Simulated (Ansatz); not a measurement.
# WC (Fm-3m): Grüneisen parameters

Wanted: mode Grüneisen parameters of WC (Fm-3m).

Calculated with Ansatz 0.2.0; DFT PBEsol, scalar-relativistic, plane waves, PAW; PAW set soft_1.

## Step 1: Starting point

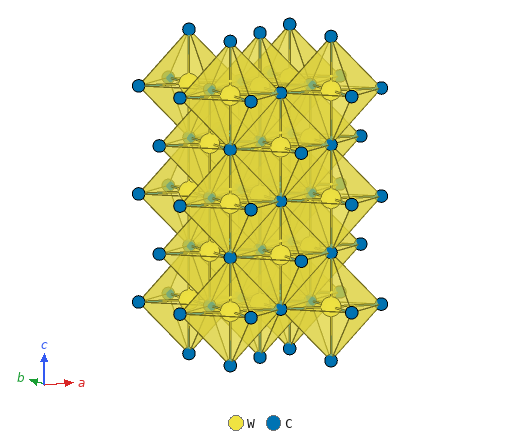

The starting structure, seen slightly off an axis (tungsten yellow, carbon blue). 1×1×2 cells are drawn. This picture shows the conventional cell, with its axes. Some periodic images of atoms are drawn too.

## Step 2: Phonons on a q mesh

The cell comes from relaxations at this level that are not shown. Stability and thermal properties need the whole zone. Linear response on a 4×4×4 q mesh gives force constants as far as a supercell of that size would.

input.yaml reads:

```yaml
crystal:
  lattice:
    - [0.0, 2.1727831059, 2.1727831059]
    - [2.1727831059, 0.0, 2.1727831059]
    - [2.1727831059, 2.1727831059, 0.0]
  atoms:
    - { symbol: W, position: [0.0, 0.0, 0.0] }
    - { symbol: C, position: [0.5, 0.5, 0.5] }
kpoints:
  mp_grid: { grid: [16, 16, 16] }
hamiltonian:
  xc: pbesol
  pseudopotentials: { kind: paw, azcp: { folder: soft_1 }, xc_functional: pbe }
scf:
  occupations: { method: methfessel_paxton, width: 0.2 }
output:
  eigenvalues: true
phonons:
  method: dfpt
  qmesh: [4, 4, 4]
  temperatures: { t_max: 1000, t_step: 50 }
  qpath:
    path:
      - [[0.0, 0.0, 0.0], [0.5, 0.0, 0.5], [0.625, 0.25, 0.625]]
      - [[0.375, 0.375, 0.75], [0.0, 0.0, 0.0], [0.5, 0.5, 0.5], [0.5, 0.25, 0.75], [0.5, 0.0, 0.5]]
    npoints: 10
```

Launch:

```
$ ansatz run input.yaml --threads 4 --pin off --max-ram 10240MiB --backend cpu --events-out ev --progress --plain --runs-dir out
```

Numbers of over 12 decimals in the logs are rounded to 6 here.

The log of the run:

```text
Engine: ansatz 0.2.0, aarch64-unknown-linux-gnu
Pseudopotentials: kind: paw
Pseudopotential: W, paw, valence charge 14, recommended cutoff 420 eV (normal), soft_1/W.paw.azcp
Pseudopotential: C, paw, valence charge 4, recommended cutoff 420 eV (normal), soft_1/C.paw.azcp
Functional definition: PBEsol
  exchange = pbesol_x
  correlation = pbesol_c
Crystal: 2 atoms, lattice volume = 20.515 Å³
Basis set: ecut = 420 eV, 411 PW (Γ), exchange–correlation on 48×48×48 points (8 copies of the dense FFT grid, shifted against one another)
Bands: 13, of which v1, the nominal top of the filled ones, is band 9 counted from 1 (8 counted from 0)
Symmetry: 48 space group operations
k-points: 145 of 4096
Non-local potential: W, projectors of the file, l = 0: 3, l = 1: 2, l = 2: 2, l = 3: 1
Non-local potential: C, projectors of the file, l = 0: 2, l = 1: 2, l = 2: 1
PAW form: soft (Blöchl's): semilocal exchange-correlation on the pseudo side does not see the compensation charge
PAW frozen core: W, regenerated for the run's functional, and the local potential with it (the file was generated under x = pbe(κ = 0.804, μ = 0.219515), c = pbe(β = 0.066725))
PAW frozen core: C, regenerated for the run's functional, and the local potential with it (the file was generated under x = pbe(κ = 0.804, μ = 0.219515), c = pbe(β = 0.066725))
PAW one-centre angular grid: W, 590 points (default); XC on 64 Gauss nodes
PAW one-centre angular grid: C, 110 points (default); XC on 64 Gauss nodes
Initial density: superposition of atomic densities (chi_scale 0.1, normalization cell, long waves kept (reshape's long-wave potential 0.00 eV rms))
Initial wavefunctions: pseudopotential atomic-orbital guess
Functional: x = pbesol(κ = 0.804, μ = 0.123457), c = pbesol(β = 0.046)
SCF iter   1: F=—  HF=-10505.337926 eV  |F-HF|=—  |Δ(HF+E_count)|=         —  Δρ=1.43e-1  dr2=5.84e0  ethr=3.10e-3  ⟨swp⟩=5.0  Hψ=20444  notcnv=0
automatic band count: the SCF goes on with 17 bands, as 13 were too few: the levels above may hold too much charge
preconditioner: auto → none  [metal: Δε(μ)=0.036 eV  Ē_g=15.431 eV  σ=0.200 eV  W_gap=0.15  n_scr=8 (ndim 8)  ℏωp=25.9 eV  f_vac=0.000  D(μ)=1.17/eV (n_scr^D=14)  sad-step TF]
SCF iter   2: F=—  HF=-10504.683502 eV  |F-HF|=—  |Δ(HF+E_count)|=   6.54e-1  S|Δr|=    0.00e0  Δρ=1.08e-1  dr2=3.31e0  ethr=3.10e-3  ⟨swp⟩=2.0  Hψ=4183  notcnv=0  defer=318
SCF iter   3: F=—  HF=-10503.884426 eV  |F-HF|=—  |Δ(HF+E_count)|=   7.99e-1  S|Δr|=    0.00e0  Δρ=2.57e-2  dr2=1.83e-1  ethr=3.10e-3  ⟨swp⟩=2.2  Hψ=3654  notcnv=0  defer=318
SCF iter   4: F=—  HF=-10503.841056 eV  |F-HF|=—  |Δ(HF+E_count)|=   4.34e-2  S|Δr|=    0.00e0  Δρ=9.21e-4  dr2=1.28e-4  ethr=1.02e-3  ⟨swp⟩=1.5  Hψ=3692  notcnv=0  defer=313
SCF iter   5: F=—  HF=-10503.841107 eV  |F-HF|=—  |Δ(HF+E_count)|=   5.07e-5  S|Δr|=    0.00e0  Δρ=1.21e-4  dr2=6.77e-7  ethr=7.11e-7  ⟨swp⟩=2.1  Hψ=2985  notcnv=0  defer=313
SCF iter   6: F=—  HF=-10503.841107 eV  |F-HF|=—  |Δ(HF+E_count)|=   1.46e-7  S|Δr|=    0.00e0  Δρ=1.43e-5  dr2=2.47e-8  ethr=3.76e-9  ⟨swp⟩=2.4  Hψ=3372  notcnv=0  defer=313
SCF iter   7: F=—  HF=-10503.841107 eV  |F-HF|=—  |Δ(HF+E_count)|=   3.38e-9  S|Δr|=    0.00e0  Δρ=2.12e-6  dr2=1.10e-9  ethr=1.37e-10  ⟨swp⟩=2.4  Hψ=3111  notcnv=0  defer=313
SCF iter   8: F=—  HF=-10503.841107 eV  |F-HF|=—  |Δ(HF+E_count)|=  2.71e-10  S|Δr|=    0.00e0  Δρ=2.99e-7  dr2=1.50e-11  ethr=6.12e-12  ⟨swp⟩=2.7  Hψ=3366  notcnv=0  defer=313
SCF iter   9: F=-10503.841107 eV  HF=-10503.841107 eV  |F-HF|=1.82e-12  |Δ(HF+E_count)|=  3.64e-12  S|Δr|=    0.00e0  Δρ=4.15e-8  dr2=4.48e-13  ethr=1.00e-12  ⟨swp⟩=9.6  Hψ=10772  notcnv=0
SCF 1 converged in 9 iterations: F = -10503.841107 eV  dr2 = 4.48e-13
  greatest PAW one-centre occupation: 0.999 electrons in one spin orbital (limit 2), on the W atom at site 0 (counted from 0), in its partial waves of l = 0
Initial density: read from a saved state, or passed on in memory by an earlier SCF of this step, an earlier step, the calling program or the single point that the run made first
iter 1 solved again at ethr=5.80e-9 eV; its pass at ethr=3.10e-3 eV (dr2=1.04e-6 eV) is discarded
SCF iter   1: F=—  HF=-10503.841107 eV  |F-HF|=—  |Δ(HF+E_count)|=         —  Δρ=1.26e-7  dr2=3.02e-12  ethr=5.80e-9  ⟨swp⟩=3.2  Hψ=15087  notcnv=0
eigensolver tolerance schedule: the retry pair's looser diagonalisation over-reported the residual by 345512.77 of it (diagonalisation noise at 1.83 of the residual, at the tolerance the schedule requests for it); recorded, not acted on — ethr = c·dr2/N_el stays at c = 1.0e-1
preconditioner: auto → none  [metal: Δε(μ)=0.008 eV  Ē_g=10.052 eV  σ=0.200 eV  W_gap=0.03  n_scr=8 (ndim 8)  ℏωp=25.9 eV  f_vac=0.000  D(μ)=1.02/eV (n_scr^D=14)]
SCF iter   2: F=-10503.841107 eV  HF=-10503.841107 eV  |F-HF|=5.46e-12  |Δ(HF+E_count)|=  3.93e-10  S|Δr|=    0.00e0  Δρ=1.03e-7  dr2=2.61e-12  ethr=1.00e-12  ⟨swp⟩=5.1  Hψ=7049  notcnv=0
SCF 2 converged in 2 iterations: F = -10503.841107 eV  dr2 = 2.61e-12
phonons: the bands overlap, so this run is a metal and interpolates without the dipole-dipole term. If the crystal is really an insulator or semiconductor, its LO-TO splitting is missing
NSCF: frozen V_eff on 145 k-points
NSCF: frozen V_eff on 349 k-points
DFPT response loops at q = (0, 0, 0) (fractional): preconditioner auto → Kerker (q_TF=auto, 2.669 Å⁻¹) (partly filled bands, converged f_vac=0.000); β = 1.00, the filter's whole step (`scf.mixing.beta` (0.50) is not read by the response loops under this deck's `scf.mixing.preconditioner`; to damp them name `kerker` or `kerker_dos`, under which they read `scf.mixing.beta`, and type it under 1.00, their step now; both keys bind the ground state too); Broyden in place of MSR1
NSCF: frozen V_eff on 4352 k-points
DFPT response loops at q = (0, 0, 0.25) (fractional): mixed as the last ones told, above
NSCF: frozen V_eff on 2196 k-points
DFPT response loops at q = (0, 0, -0.5) (fractional): mixed as the last ones told, above
NSCF: frozen V_eff on 2320 k-points
DFPT response loops at q = (0, 0.25, 0.25) (fractional): mixed as the last ones told, above
NSCF: frozen V_eff on 8192 k-points
DFPT response loops at q = (0, 0.25, -0.5) (fractional): mixed as the last ones told, above
NSCF: frozen V_eff on 4352 k-points
DFPT response loops at q = (0, 0.25, -0.25) (fractional): mixed as the last ones told, above
NSCF: frozen V_eff on 1242 k-points
DFPT response loops at q = (0, -0.5, -0.5) (fractional): mixed as the last ones told, above
NSCF: frozen V_eff on 2320 k-points
DFPT response loops at q = (0.25, -0.5, -0.25) (fractional): mixed as the last ones told, above
SCF converged after 9 iterations
Stability not checked: this state was not tested for a lower state beside it, because cold or Methfessel-Paxton smearing, or corrected tetrahedra, fill the levels in a way that the test cannot read (fill_not_monotonic; see scf.lower_state_search)
Free energy (F): -10503.841107 eV
Harris-Foulkes:  -10503.841107 eV  (|F-HF|=1.82e-12)
Internal energy: -10503.841041 eV  (E = F + TS)
E sigma→0 (E₀):  -10503.841090 eV
Entropy (-TS):   -0.000066 eV (-0.033 meV/atom)
Fermi energy:    22.188170 eV
--- Per-component energies (eV) ---
  E_band       = -55.695450
  E_kinetic    = 510.913210
  E_local      = -579.003220  (includes V_loc(G=0)·N_el)
  E_nonlocal   = 0.420946
  E_hartree    = 237.085149
  E_xc         = -313.892802
  E_vxc        = -290.639504  (∫ρ·V_xc dr)
  E_paw        = -8546.978256  (= ΣΔE_a)
  E_vpaw       = -171.557354  (= ΣTr[D̂ρ^β])
  E_aug_tail   = 0.000159  (compensation charges beyond the density's cutoff)
  E_ewald      = -1812.629184
  E_core_change = 0.242958  (= ΣΔE_core)
  E_smearing   = -0.000066  (= −TS)
  E_closure    = -0.000000  (closes the sum)
  Σ components = -10503.841107   (vs F -10503.841107, Δ=0.00e0)
--- Band table (eV; the first three rows and the last of 145) ---
  k-point 0: bands = [... 5 lower, 19.2876, 19.2876, 19.2876, 21.0797, 21.0797, 21.0797, 21.1575, 21.1575, ... 4 higher]
  k-point 1: bands = [... 5 lower, 18.8773, 19.2007, 19.2007, 20.0976, 20.0976, 21.2630, 22.4496, 22.4496, ... 4 higher]
  k-point 2: bands = [... 5 lower, 17.9794, 18.4900, 18.4900, 20.0098, 20.0098, 21.5646, 23.9061, 23.9061, ... 4 higher]
  k-point 144: bands = [... 5 lower, 15.6827, 15.9616, 15.9616, 22.6645, 22.6645, 24.5577, 25.7686, 27.3383, ... 4 higher]
--- Phonons (Γ-DFPT): 2 representative perturbations + reference (Σ response iterations 6) ---
  ASR residual: 3.212e-5 → 0.000e0 eV/Å²; symmetrization residual: 6.949e-7 eV/Å²
  ASR residual per site (eV/Å²): 3.21e-5 1.02e-5
  Γ frequencies (cm⁻¹): 0.00 0.00 0.00 412.85 412.85 412.85
--- Phonons (arbitrary-q DFPT): 8 irreducible q on the 4×4×4 mesh ---
  q = [0.0000, 0.0000, 0.0000] (star 1, of the zone-centre solve; hermiticity 1.97e-7, symmetrization 2.17e-13): -0.00 -0.00 0.00 412.85 412.85 412.85
  q = [0.0000, 0.0000, 0.2500] (star 8, 2 solved perturbations on 2176 of 4096 k-point pairs; hermiticity 1.85e-7, symmetrization 3.97e-14): 63.92 63.92 136.02 550.85 550.85 619.29
  q = [0.0000, 0.0000, -0.5000] (star 4, 2 solved perturbations on 1098 of 4096 k-point pairs; hermiticity 3.39e-14, symmetrization 6.38e-14): 53.15 53.15 138.68 621.43 621.43 693.27
  q = [0.0000, 0.2500, 0.2500] (star 6, 4 solved perturbations in 3616 linear systems a pass and spin channel, the states on 1160 of 4096 k-point pairs; hermiticity 3.87e-8, symmetrization 2.25e-14): 65.46 65.46 103.54 483.75 483.75 657.79
  q = [0.0000, 0.2500, -0.5000] (star 24, 4 solved perturbations in 12544 linear systems a pass and spin channel, the states on 4096 of 4096 k-point pairs; hermiticity 1.08e-7, symmetrization 4.75e-14): -38.68 31.77 54.80 582.26 603.30 640.27
  q = [0.0000, 0.2500, -0.2500] (star 12, 4 solved perturbations in 6672 linear systems a pass and spin channel, the states on 2176 of 4096 k-point pairs; hermiticity 2.60e-8, symmetrization 1.60e-13): 59.80 72.78 130.38 506.85 644.24 675.95
  q = [0.0000, -0.5000, -0.5000] (star 3, 4 solved perturbations in 1940 linear systems a pass and spin channel, the states on 621 of 4096 k-point pairs; hermiticity 2.81e-7, symmetrization 9.57e-14): -156.04 48.79 48.79 534.08 550.31 550.31
  q = [0.2500, -0.5000, -0.2500] (star 6, 4 solved perturbations in 3498 linear systems a pass and spin channel, the states on 1160 of 4096 k-point pairs; hermiticity 7.24e-8, symmetrization 2.93e-14): -95.04 -95.04 119.06 568.38 568.38 657.05
  sum rule: each row above includes the acoustic sum rule's correction from the zone centre's row sums; it moved no ω² by more than (0.48 cm⁻¹)²
  mesh force constants: q→R imaginary residual 6.28e-18; ASR residual 3.212e-5 → 0.000e0 eV/Å²; symmetrization residual 6.217e-15 eV/Å²
  interpolated dispersion: 62 rows × 6 modes
  density of states and harmonic sums: on the 24×24×24 q-mesh, interpolated from the force constants of a 4×4×4 supercell (no non-analytic term)
  largest difference from the sums on the solved wave vectors: F 1.39e-2 eV, S 1.70e-5 and C_V 5.04e-6 eV/K
  zero-point energy: 0.120882 eV/cell   skipped modes (ω ≤ 0): 270, of them read as no rigid motion or as one in doubt: 267 (6.916e-1 modes/cell left out, lowest -156.04 cm⁻¹)   left out of the sums: 1.15e-1 of the cell's modes: C_V's classical limit lies that fraction below 3 k_B per atom; for a crystal, a wire or a layer, F and S can be off by more, and a phonons.interpolated_qmesh denser along its periods is the remedy for the sampling
```

The job ended after 4.2 min (4 threads of Arm Neoverse V1, shared host; peak memory 3.2 GiB; 16 min of CPU time).

Reading the cycles: dr2 is the Hartree energy of the density residual (eV), the measure of convergence; HF is the Harris–Foulkes estimate of the energy, which meets the free energy F at convergence.

Numbers from this step:

```yaml
volume_per_atom: 10.26 Å³
gap_on_the_k_mesh: 0 eV
sum_rule_residual_before_enforcement: 3.21e-5 eV/Å²
lowest_frequency_on_the_path: -156.0 cm⁻¹
point_group: m-3m
highest_frequency_on_the_path_or_at_a_solved_wavevector: 693.3 cm⁻¹
highest_optical_mode_at_the_zone_centre_no_lo_to_term: 412.9 cm⁻¹
lowest_optical_zone_centre_mode: 412.9 cm⁻¹
lowest_mode_on_the_q_mesh_acoustic_modes_at_gamma_apart: -156.0 cm⁻¹
```

Frequencies (cm⁻¹) solved at each irreducible wavevector; negative means imaginary. Frequencies by wavevector, by row:

| q in reciprocal lattice units | star | mode 1 | mode 2 | mode 3 | mode 4 | mode 5 | mode 6 |
| --- | --- | --- | --- | --- | --- | --- | --- |
| 0 0 0 | 1 | 0 | 0 | 0 | 412.9 | 412.9 | 412.9 |
| 0 0 0.25 | 8 | 63.9 | 63.9 | 136 | 550.9 | 550.9 | 619.3 |
| 0 0 -0.5 | 4 | 53.1 | 53.1 | 138.7 | 621.4 | 621.4 | 693.3 |
| 0 0.25 0.25 | 6 | 65.5 | 65.5 | 103.5 | 483.8 | 483.8 | 657.8 |
| 0 0.25 -0.5 | 24 | -38.7 | 31.8 | 54.8 | 582.3 | 603.3 | 640.3 |
| 0 0.25 -0.25 | 12 | 59.8 | 72.8 | 130.4 | 506.9 | 644.2 | 676 |
| 0 -0.5 -0.5 | 3 | -156 | 48.8 | 48.8 | 534.1 | 550.3 | 550.3 |
| 0.25 -0.5 -0.25 | 6 | -95 | -95 | 119.1 | 568.4 | 568.4 | 657 |

Symmetry leaves 8 wavevectors to solve. The lowest mode among them, the acoustic zeros apart, lies at q = (0, -0.5, -0.5) and is imaginary, 156.0i cm⁻¹, so the energy falls along it.

## Step 3: Relaxing at another volume, volume ratio 0.97

The volume is scaled by 0.97 and held; symmetry leaves nothing to relax, so this is a single point. The modes can then be followed against volume.

input.yaml, the sections that differ from step 2:

```yaml
crystal:
  lattice:
    - [0.0, 2.1508343011, 2.1508343011]
    - [2.1508343011, 0.0, 2.1508343011]
    - [2.1508343011, 2.1508343011, 0.0]
  atoms:
    - { symbol: W, position: [0.0, 0.0, 0.0] }
    - { symbol: C, position: [0.5, 0.5, 0.5] }
output:
  forces: true
  stress: true
  eigenvalues: true
# kpoints, hamiltonian, scf: as in step 2
# phonons: removed
```

The log of the run:

```text
[...]
Crystal: 2 atoms, lattice volume = 19.900 Å³
Basis set: ecut = 420 eV, 387 PW (Γ), exchange–correlation on 48×48×48 points (8 copies of the dense FFT grid, shifted against one another)
Bands: 13, of which v1, the nominal top of the filled ones, is band 9 counted from 1 (8 counted from 0)
Symmetry: 48 space group operations
[...]
k-points: 145 of 4096
[...]
k-point 0: bands = [... 5 lower, 19.9363, 19.9363, 19.9363, 21.7887, 21.7887, 21.7887, 21.8980, 21.8980, ... 4 higher]
  k-point 1: bands = [... 5 lower, 19.5163, 19.8499, 19.8499, 20.7864, 20.7864, 21.9833, 23.2194, 23.2194, ... 4 higher]
  k-point 2: bands = [... 5 lower, 18.6018, 19.1253, 19.1253, 20.6902, 20.6902, 22.3033, 24.7246, 24.7246, ... 4 higher]
  k-point 144: bands = [... 5 lower, 16.2633, 16.5794, 16.5794, 23.4504, 23.4504, 25.4607, 26.7362, 28.4116, ... 4 higher]
[key lines of the parts left out:]
SCF converged after 7 iterations
Free energy (F): -10503.817358 eV
Fermi energy:    22.963298 eV
P = ⅓ Tr σ = 12.7054 GPa (127.054 kbar)
```

The job ended after 1.2 s (4 threads; peak memory 0.33 GiB).

This step gave:

```
pressure        : 12.71 GPa
volume per atom : 9.950 Å³
```

The run ends at a pressure of 12.71 GPa.

## Step 4: Phonons at the other volume, volume ratio 0.97

The phonons are repeated at this volume on the same k and q meshes.

Changes to input.yaml since step 3:

```diff
@@ -16,4 +16,11 @@
 output:
-  forces: true
-  stress: true
   eigenvalues: true
+phonons:
+  method: dfpt
+  qmesh: [4, 4, 4]
+  temperatures: { t_max: 1000, t_step: 50 }
+  qpath:
+    path:
+      - [[0.0, 0.0, 0.0], [0.5, 0.0, 0.5], [0.625, 0.25, 0.625]]
+      - [[0.375, 0.375, 0.75], [0.0, 0.0, 0.0], [0.5, 0.5, 0.5], [0.5, 0.25, 0.75], [0.5, 0.0, 0.5]]
+    npoints: 10
```

The log of the run:

```text
[...]
Crystal: 2 atoms, lattice volume = 19.900 Å³
Basis set: ecut = 420 eV, 387 PW (Γ), exchange–correlation on 48×48×48 points (8 copies of the dense FFT grid, shifted against one another)
Bands: 13, of which v1, the nominal top of the filled ones, is band 9 counted from 1 (8 counted from 0)
Symmetry: 48 space group operations
k-points: 145 of 4096
[...]
SCF iter   1: F=—  HF=-10505.345759 eV  |F-HF|=—  |Δ(HF+E_count)|=         —  Δρ=1.48e-1  dr2=5.86e0  ethr=3.10e-3  ⟨swp⟩=5.0  Hψ=20412  notcnv=0
[...]
SCF iter   9: F=-10503.817358 eV  HF=-10503.817358 eV  |F-HF|=3.64e-12  |Δ(HF+E_count)|=  7.28e-12  S|Δr|=    0.00e0  Δρ=3.69e-8  dr2=3.10e-13  ethr=1.00e-12  ⟨swp⟩=9.7  Hψ=10802  notcnv=0
SCF 1 converged in 9 iterations: F = -10503.817358 eV  dr2 = 3.10e-13
[...]
SCF iter   2: F=-10503.817358 eV  HF=-10503.817358 eV  |F-HF|=1.82e-12  |Δ(HF+E_count)|=  2.80e-10  S|Δr|=    0.00e0  Δρ=8.75e-8  dr2=1.76e-12  ethr=1.00e-12  ⟨swp⟩=5.1  Hψ=7009  notcnv=0
SCF 2 converged in 2 iterations: F = -10503.817358 eV  dr2 = 1.76e-12
[...]
NSCF: frozen V_eff on 145 k-points
[...]
SCF converged after 9 iterations
[...]
Free energy (F): -10503.817358 eV
[...]
Internal energy: -10503.817205 eV  (E = F + TS)
E sigma→0 (E₀):  -10503.817320 eV
Entropy (-TS):   -0.000153 eV (-0.077 meV/atom)
Fermi energy:    22.963287 eV
[...]
--- Band table (eV; the first three rows and the last of 145) ---
  k-point 0: bands = [... 5 lower, 19.9363, 19.9363, 19.9363, 21.7887, 21.7887, 21.7887, 21.8980, 21.8980, ... 4 higher]
  k-point 1: bands = [... 5 lower, 19.5163, 19.8499, 19.8499, 20.7864, 20.7864, 21.9833, 23.2194, 23.2194, ... 4 higher]
  k-point 2: bands = [... 5 lower, 18.6018, 19.1253, 19.1253, 20.6902, 20.6902, 22.3033, 24.7246, 24.7246, ... 4 higher]
  k-point 144: bands = [... 5 lower, 16.2633, 16.5794, 16.5794, 23.4504, 23.4504, 25.4606, 26.7362, 28.4116, ... 4 higher]
[...]
ASR residual: 2.651e-5 → 0.000e0 eV/Å²; symmetrization residual: 7.581e-7 eV/Å²
  ASR residual per site (eV/Å²): 2.65e-5 1.37e-5
  Γ frequencies (cm⁻¹): 0.00 0.00 0.00 455.27 455.27 455.27
--- Phonons (arbitrary-q DFPT): 8 irreducible q on the 4×4×4 mesh ---
[...]
interpolated dispersion: 62 rows × 6 modes
[...]
```

It took 4.3 min on 4 threads; peak memory 3.1 GiB.

This step gave:

```
sum-rule residual before enforcement                    : 2.65e-5 eV/Å²
lowest frequency on the path                            : -160.0 cm⁻¹
highest frequency on the path or at a solved wavevector : 724.6 cm⁻¹
highest optical mode at the zone centre (no LO-TO term) : 455.3 cm⁻¹
lowest optical zone-centre mode                         : 455.3 cm⁻¹
lowest mode on the q mesh (acoustic modes at Γ apart)   : -160.0 cm⁻¹
```

Frequencies (cm⁻¹) solved at each irreducible wavevector; negative means imaginary. Frequencies by wavevector, by row:

| q in reciprocal lattice units | star | mode 1 | mode 2 | mode 3 | mode 4 | mode 5 | mode 6 |
| --- | --- | --- | --- | --- | --- | --- | --- |
| 0 0 0 | 1 | 0 | 0 | 0 | 455.3 | 455.3 | 455.3 |
| 0 0 0.25 | 8 | 75.3 | 75.3 | 145.5 | 586.5 | 586.5 | 653 |
| 0 0 -0.5 | 4 | 72.4 | 72.4 | 152.8 | 655.1 | 655.1 | 724.6 |
| 0 0.25 0.25 | 6 | 68.3 | 68.3 | 117.1 | 522.3 | 522.3 | 689.8 |
| 0 0.25 -0.5 | 24 | -18.4 | 49.5 | 69.5 | 616.4 | 638 | 673.2 |
| 0 0.25 -0.25 | 12 | 75.9 | 78.5 | 145.1 | 544.6 | 678 | 708.8 |
| 0 -0.5 -0.5 | 3 | -160 | 51.8 | 51.8 | 573 | 587.4 | 587.4 |
| 0.25 -0.5 -0.25 | 6 | -97 | -97 | 132.9 | 603.5 | 603.5 | 690 |

The highest optical mode at the zone centre (no LO-TO term) is 455.3 cm⁻¹, +42.4 cm⁻¹ against the base run.

(Part 1 of 2 ends here.)

[Logs are printed without paths, hosts, clocks, repeated set-up lines and the standing remarks that a program may print on its own settings, such as how far it seeks lower states.]

[Hosts, paths, dates, database ids (printed as entryN), source tags and the programs' standing remarks are cut or masked in the printed files.]
